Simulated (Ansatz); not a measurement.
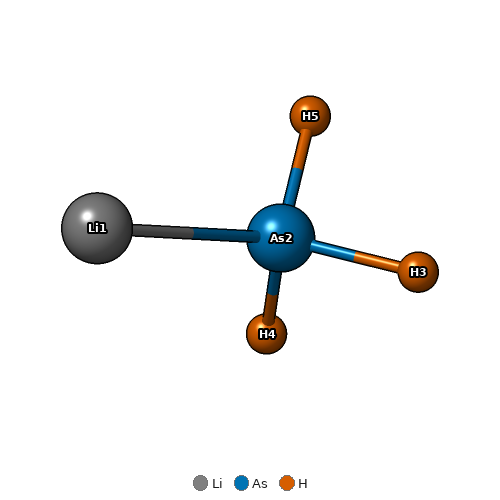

The system is AsH₃Li, charge +1; the picture shows the reference structure. Coordinates scanned: (1) separation of As2 and Li1 along their line in the relaxed pair; (2) sideways slip of Li1. Nothing is relaxed (both partners rigid). The grid has 15 × 15 points. Points are written as (first, second). All energies are given in kJ/mol relative to the lowest grid point. Theory: Ansatz, RHF-MP2, frozen core/def2-TZVPD.

Its coordinates:

```xyz
5

Li   -0.1063    0.0724   -2.4926
As    0.0036   -0.0026    0.0860
H    -0.8911    0.9014    0.8689
H    -0.3048   -1.2884    0.7802
H     1.2986    0.3172    0.7575
```

Range: separation of As2 and Li1 along their line in the relaxed pair from 2.169 to 3.569 Å; sideways slip of Li1 from −1.500 to 1.500 Å.

**What will the energy surface look like?**

The lowest grid point is at (2.596 Å, 0.000 Å). It is the only kind of minimum in the scanned range. The highest grid point, (3.569 Å, −1.500 Å), lies 59.4 kJ/mol above the lowest. Round the minimum the two coordinates are nearly uncoupled.

```
second ↓, first →  2.169  2.204  2.261  2.331  2.411  2.500  2.596  2.699  2.808  2.923  3.043  3.168  3.297  3.431  3.569
            1.500   19.0   18.9   19.1   19.9   21.3   23.4   26.1   29.5   33.3   37.4   41.8   46.3   50.7   55.1   59.3
            1.286   15.7   14.9   14.2   14.0   14.8   16.4   19.0   22.4   26.4   31.0   35.8   40.8   45.8   50.7   55.4
            1.071   15.6   13.8   11.6   10.1    9.8   10.7   12.8   16.0   20.2   25.0   30.2   35.7   41.2   46.6   51.8
            0.857   18.7   15.5   11.5    8.3    6.6    6.4    7.9   10.8   14.8   19.8   25.3   31.2   37.1   43.0   48.7
            0.643   24.2   19.5   13.5    8.3    4.9    3.6    4.2    6.6   10.5   15.5   21.3   27.5   33.7   40.0   46.0
            0.429   30.4   24.3   16.4    9.4    4.5    1.9    1.8    3.8    7.4   12.4   18.3   24.7   31.2   37.7   44.0
            0.214   35.3   28.2   18.9   10.6    4.5    1.1    0.4    2.0    5.6   10.5   16.4   22.9   29.6   36.3   42.8
            0.000   37.2   29.7   19.8   11.0    4.6    0.9    0.0    1.5    4.9    9.9   15.8   22.3   29.1   35.8   42.4
           −0.214   35.3   28.2   18.8   10.5    4.5    1.1    0.4    2.0    5.6   10.5   16.4   22.9   29.6   36.3   42.8
           −0.429   30.5   24.4   16.4    9.4    4.5    1.9    1.8    3.8    7.4   12.4   18.3   24.7   31.2   37.7   44.0
           −0.643   24.4   19.7   13.6    8.4    5.0    3.6    4.3    6.7   10.6   15.6   21.3   27.5   33.7   40.0   46.0
           −0.857   19.1   15.9   11.8    8.6    6.8    6.6    8.0   10.9   14.9   19.9   25.4   31.2   37.2   43.0   48.7
           −1.071   16.2   14.3   12.1   10.6   10.1   11.0   13.1   16.2   20.3   25.1   30.3   35.8   41.3   46.7   51.9
           −1.286   16.6   15.8   14.9   14.7   15.3   16.9   19.4   22.7   26.7   31.2   36.0   41.0   45.9   50.8   55.5
           −1.500   20.2   20.0   20.1   20.7   22.0   24.0   26.7   29.9   33.7   37.8   42.1   46.5   50.9   55.2   59.4
```

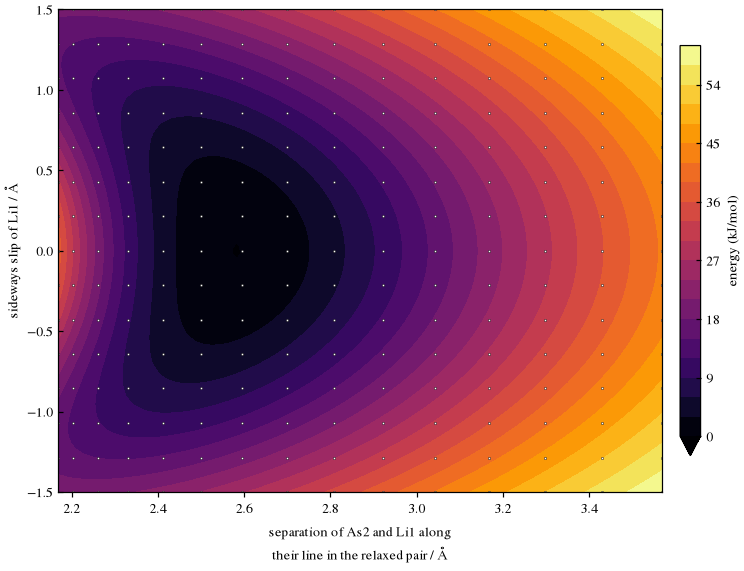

The picture shows filled contours, dots at the grid points. Between grid points the surface is interpolated.

The whole map (225 points run) took 5.8 min on 1 thread of Intel(R) Xeon(R) 6975P-C (Granite Rapids) (shared host).
